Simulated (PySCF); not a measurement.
**Run report: C₃H₆F₅PSi, geometry relaxation**

C₃H₆F₅PSi, computed with PBE0-D3(BJ)/def2-SVP geometry optimisation, gas phase (PySCF 2.14.0).

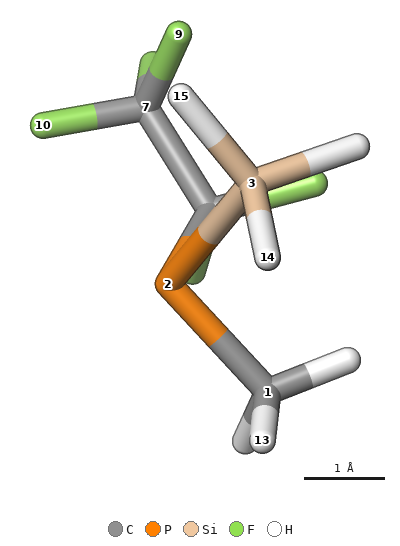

**Figure 1.** The input geometry (stick view, seen at an oblique angle; atoms are numbered from 1 in the order of the input). Bond lengths as drawn: C–C 1.55 Å, C–F 1.32 to 1.37 Å, C–H 1.05 to 1.12 Å, C–P 1.85 Å, H–Si 1.45 to 1.47 Å and P–Si 2.25 Å.

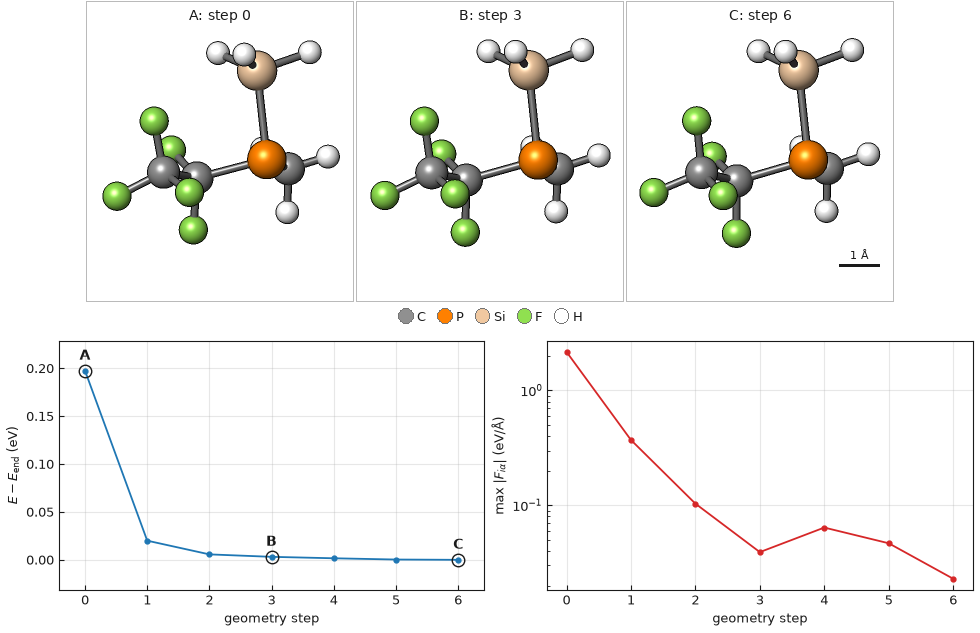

**Figure 2.** Frames of the relaxation (ball-and-stick view, seen at an oblique angle) above the curves, on which the letters mark them (steps are counted from 0).

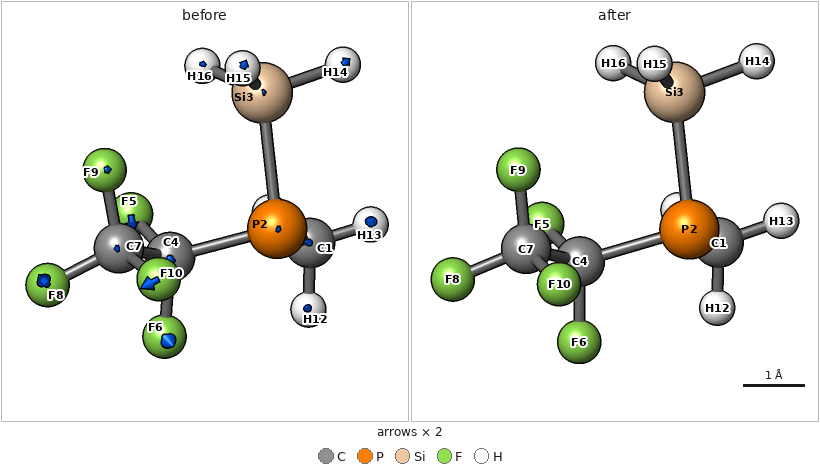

**Figure 3.** Before (left) and after (right) the relaxation, at one scale (ball-and-stick view, seen at an oblique angle). The blue arrows give the displacements, magnified 2 times. F6 moves most after the best rigid fit: 0.21 Å. Largest moves by element: F 0.21 Å, H 0.11 Å, C 0.10 Å, P 0.04 Å, Si 0.04 Å. Distances before and after: C1–H13 1.046 → 1.100 Å, P2–C4 1.849 → 1.895 Å, Si3–H15 1.450 → 1.489 Å, Si3–H14 1.465 → 1.495 Å. Among the angles that change: H11–C1–H13 113.7° → 109.5°, P2–C4–C7 110.8° → 114.3°, C4–C7–F8 114.0° → 110.6°. Over 6 geometry steps the energy falls by 0.197 eV. The largest force component goes from 2.2 to 0.023 eV/Å. (Atoms are counted from 1 in the order of the input.)

These pictures come from the run below.

### The input
```
{"job": {"xc": "PBE0", "basis": "def2-SVP", "d3": "d3bj", "grid": 1, "shake": 0.01, "kind": "geom"}, "charge": 0, "multiplicity": 1}
C      1.656120     1.378160     0.364580
P      0.548030     0.438780    -0.787780
Si     1.140860    -1.661240    -0.222350
C     -0.957690     0.588800     0.275270
F     -0.838970     0.142340     1.549090
F     -1.340510     1.898960     0.385600
C     -2.151960    -0.172320    -0.351010
F     -3.326730     0.145380     0.169810
F     -1.995920    -1.486150    -0.188630
F     -2.223630     0.074460    -1.651790
H      1.577430     1.017600     1.387630
H      1.336870     2.451180     0.350260
H      2.627770     1.339700    -0.020910
H      2.585190    -1.656060    -0.466700
H      0.445800    -2.569800    -1.113310
H      0.898290    -1.932160     1.203350
```

The first line tells a small driver script what to run in PySCF; the rest is the geometry in Å.

Command:
```bash
OMP_NUM_THREADS=1 python <driver script> task.json out
```

### Log
```
step   0  E = -1246.47416570  max force = 0.042081
step   1  E = -1246.48068560  max force = 0.007206
step   2  E = -1246.48121139  max force = 0.002013
step   3  E = -1246.48130576  max force = 0.000763
step   4  E = -1246.48136102  max force = 0.001247
step   5  E = -1246.48140941  max force = 0.000911
step   6  E = -1246.48142060  max force = 0.000448
optimisation converged
```

### Trajectory as extended XYZ (Å, eV, eV/Å), 7 frames, from step=0 to step=6
```
16
Properties=species:S:1:pos:R:3:forces:R:3 step=0 energy=-33918.28969
C     1.6561    1.3782    0.3646   -2.1639   0.9602   0.2717
P     0.5480    0.4388   -0.7878    0.5544   0.3983  -0.2086
Si    1.1409   -1.6612   -0.2223    0.0103   0.5161   0.2231
C    -0.9577    0.5888    0.2753   -1.4958   0.3651   0.4851
F    -0.8390    0.1423    1.5491    0.1596  -0.0285  -0.1185
F    -1.3405    1.8990    0.3856    0.3244  -0.4999  -0.2810
C    -2.1520   -0.1723   -0.3510   -0.5603  -0.1613  -0.1806
F    -3.3267    0.1454    0.1698    0.1955   0.2927   0.3670
F    -1.9959   -1.4862   -0.1886    0.3007  -0.0880   0.0511
F    -2.2236    0.0745   -1.6518    0.1367   0.0580  -0.1959
H     1.5774    1.0176    1.3876    0.2251  -0.1527   0.3624
H     1.3369    2.4512    0.3503    0.1170  -0.6084  -0.0159
H     2.6278    1.3397   -0.0209    2.0272  -0.1813  -0.5383
H     2.5852   -1.6561   -0.4667    0.5600  -0.1076  -0.1551
H     0.4458   -2.5698   -1.1133   -0.2904  -0.6017  -0.4002
H     0.8983   -1.9322    1.2033   -0.1006  -0.1610   0.3337
16
Properties=species:S:1:pos:R:3:forces:R:3 step=1 energy=-33918.46710
C     1.6529    1.3838    0.3735    0.3705  -0.0136  -0.2031
P     0.5737    0.4442   -0.8057   -0.1116  -0.0904  -0.0995
Si    1.1984   -1.6670   -0.2433   -0.0317   0.0337  -0.0300
C    -1.0173    0.6073    0.2218    0.2439  -0.0524  -0.1309
F    -0.8506    0.2183    1.5044   -0.1054   0.0528   0.0886
F    -1.3309    1.9189    0.2368   -0.1451   0.0849   0.0438
C    -2.2406   -0.1645   -0.3171    0.3169   0.0301   0.1689
F    -3.3357    0.2287    0.3166   -0.0148  -0.1153  -0.1224
F    -2.0557   -1.4684   -0.0962   -0.1180   0.0847  -0.1100
F    -2.3923    0.0271   -1.6203   -0.0656   0.0007   0.1288
H     1.6220    1.0032    1.4028    0.0391  -0.0280   0.0323
H     1.3337    2.4337    0.3687   -0.0373   0.0709   0.0012
H     2.6925    1.3462   -0.0191   -0.3566  -0.0140   0.1961
H     2.6700   -1.6884   -0.4975    0.0214  -0.0117  -0.0096
H     0.5242   -2.6505   -1.1352   -0.0086  -0.0130  -0.0029
H     0.9333   -1.9787    1.1887    0.0029  -0.0195   0.0486
16
Properties=species:S:1:pos:R:3:forces:R:3 step=2 energy=-33918.48141
C     1.6574    1.3889    0.3653    0.0859   0.0266  -0.0527
P     0.5670    0.4510   -0.8075   -0.0489   0.0078   0.0234
Si    1.1814   -1.6631   -0.2422   -0.0125  -0.0193   0.0024
C    -1.0113    0.6169    0.2345    0.0001  -0.0457  -0.0194
F    -0.8548    0.2324    1.5209    0.0099   0.0487   0.0245
F    -1.3596    1.9221    0.2502    0.0034  -0.0085  -0.0106
C    -2.2145   -0.1721   -0.3121   -0.0662  -0.0697  -0.0301
F    -3.3287    0.1771    0.3111    0.0069  -0.0025   0.0843
F    -2.0179   -1.4779   -0.1291    0.0415  -0.0017   0.0335
F    -2.3733    0.0420   -1.6090    0.0258   0.0728  -0.1035
H     1.6321    1.0074    1.3956    0.0014  -0.0047   0.0021
H     1.3412    2.4424    0.3617   -0.0091  -0.0127   0.0030
H     2.6881    1.3440   -0.0213   -0.0534  -0.0019   0.0470
H     2.6505   -1.7016   -0.5154    0.0006   0.0022  -0.0050
H     0.4872   -2.6460   -1.1207    0.0056   0.0044   0.0031
H     0.9329   -1.9695    1.1969    0.0091   0.0041  -0.0020
16
Properties=species:S:1:pos:R:3:forces:R:3 step=3 energy=-33918.48398
C     1.6561    1.3928    0.3613   -0.0250   0.0110   0.0081
P     0.5619    0.4542   -0.8093    0.0084   0.0120   0.0331
Si    1.1771   -1.6601   -0.2426    0.0013  -0.0121  -0.0019
C    -1.0127    0.6179    0.2349   -0.0091  -0.0011   0.0135
F    -0.8522    0.2450    1.5246    0.0045   0.0154  -0.0057
F    -1.3726    1.9202    0.2451    0.0141   0.0008  -0.0303
C    -2.2087   -0.1814   -0.3104   -0.0126  -0.0008   0.0234
F    -3.3209    0.1469    0.3285    0.0061  -0.0192   0.0040
F    -1.9909   -1.4852   -0.1381   -0.0058  -0.0116  -0.0209
F    -2.3749    0.0486   -1.6053   -0.0199   0.0019   0.0004
H     1.6301    1.0107    1.3917   -0.0101   0.0039  -0.0046
H     1.3391    2.4461    0.3584   -0.0029  -0.0115   0.0017
H     2.6854    1.3465   -0.0194    0.0392  -0.0015  -0.0146
H     2.6447   -1.7004   -0.5244   -0.0014   0.0036  -0.0021
H     0.4780   -2.6444   -1.1151    0.0065   0.0024   0.0018
H     0.9378   -1.9635    1.1990    0.0066   0.0068  -0.0060
16
Properties=species:S:1:pos:R:3:forces:R:3 step=4 energy=-33918.48548
C     1.6521    1.3985    0.3581   -0.0641  -0.0083   0.0342
P     0.5589    0.4558   -0.8111    0.0306  -0.0052   0.0140
Si    1.1841   -1.6560   -0.2432    0.0039   0.0042  -0.0092
C    -1.0158    0.6172    0.2319   -0.0151   0.0056   0.0194
F    -0.8494    0.2606    1.5254   -0.0111  -0.0096  -0.0150
F    -1.3837    1.9175    0.2295    0.0019   0.0042  -0.0302
C    -2.2096   -0.1936   -0.3046   -0.0012   0.0182   0.0164
F    -3.3169    0.1153    0.3521    0.0109  -0.0058  -0.0091
F    -1.9758   -1.4964   -0.1463    0.0057  -0.0100  -0.0198
F    -2.3950    0.0469   -1.5958   -0.0068  -0.0117   0.0411
H     1.6229    1.0169    1.3887   -0.0099   0.0076  -0.0049
H     1.3320    2.4503    0.3542    0.0015   0.0035  -0.0019
H     2.6827    1.3526   -0.0173    0.0506   0.0001  -0.0365
H     2.6505   -1.6898   -0.5318   -0.0004   0.0046   0.0000
H     0.4870   -2.6451   -1.1111    0.0021  -0.0016   0.0007
H     0.9537   -1.9567    1.2000    0.0015   0.0041   0.0007
16
Properties=species:S:1:pos:R:3:forces:R:3 step=5 energy=-33918.48680
C     1.6384    1.4131    0.3526   -0.0468  -0.0204   0.0332
P     0.5538    0.4586   -0.8148    0.0297  -0.0110  -0.0047
Si    1.1995   -1.6459   -0.2439    0.0052   0.0155  -0.0078
C    -1.0224    0.6144    0.2258   -0.0205   0.0004   0.0083
F    -0.8496    0.2847    1.5252   -0.0048  -0.0017  -0.0055
F    -1.4094    1.9092    0.1966    0.0049  -0.0013   0.0041
C    -2.2064   -0.2211   -0.2920    0.0166   0.0429  -0.0154
F    -3.3054    0.0546    0.3922    0.0033  -0.0113  -0.0200
F    -1.9388   -1.5199   -0.1543   -0.0023  -0.0151  -0.0060
F    -2.4245    0.0305   -1.5760   -0.0091  -0.0267   0.0414
H     1.6041    1.0353    1.3844   -0.0012   0.0079  -0.0030
H     1.3118    2.4627    0.3438    0.0064   0.0135  -0.0086
H     2.6721    1.3697   -0.0172    0.0188   0.0079  -0.0270
H     2.6646   -1.6647   -0.5399    0.0025   0.0038   0.0035
H     0.5097   -2.6451   -1.1056    0.0001  -0.0029   0.0015
H     0.9802   -1.9421    1.2018   -0.0029  -0.0014   0.0058
16
Properties=species:S:1:pos:R:3:forces:R:3 step=6 energy=-33918.48710
C     1.6248    1.4293    0.3486   -0.0161  -0.0105   0.0107
P     0.5504    0.4611   -0.8163    0.0112  -0.0092  -0.0111
Si    1.2145   -1.6355   -0.2404    0.0054   0.0111   0.0013
C    -1.0288    0.6081    0.2216   -0.0058   0.0068   0.0019
F    -0.8523    0.2946    1.5243   -0.0041  -0.0101  -0.0021
F    -1.4296    1.8983    0.1786   -0.0038  -0.0032   0.0096
C    -2.2032   -0.2459   -0.2871    0.0007   0.0230  -0.0230
F    -3.2990    0.0058    0.4105   -0.0055   0.0028  -0.0069
F    -1.9120   -1.5410   -0.1600    0.0112  -0.0154   0.0033
F    -2.4414    0.0077   -1.5667    0.0056  -0.0137   0.0223
H     1.5906    1.0572    1.3824    0.0030   0.0044  -0.0010
H     1.2919    2.4770    0.3331    0.0034   0.0083  -0.0080
H     2.6598    1.3909   -0.0207   -0.0073   0.0077  -0.0074
H     2.6797   -1.6403   -0.5362    0.0032   0.0021   0.0053
H     0.5346   -2.6436   -1.0995    0.0016  -0.0015   0.0020
H     0.9977   -1.9296    1.2064   -0.0027  -0.0028   0.0031
```

### Summary

| quantity | value |
| --- | --- |
| outcome | converged |
| total energy | −1246.481421 hartree |
| dipole moment | 2.05 D |
| point group | C1 |
| hardware | 1 CPU thread, shared host |
| wall time | 2.1 min |
| peak memory | 0.78 GiB |
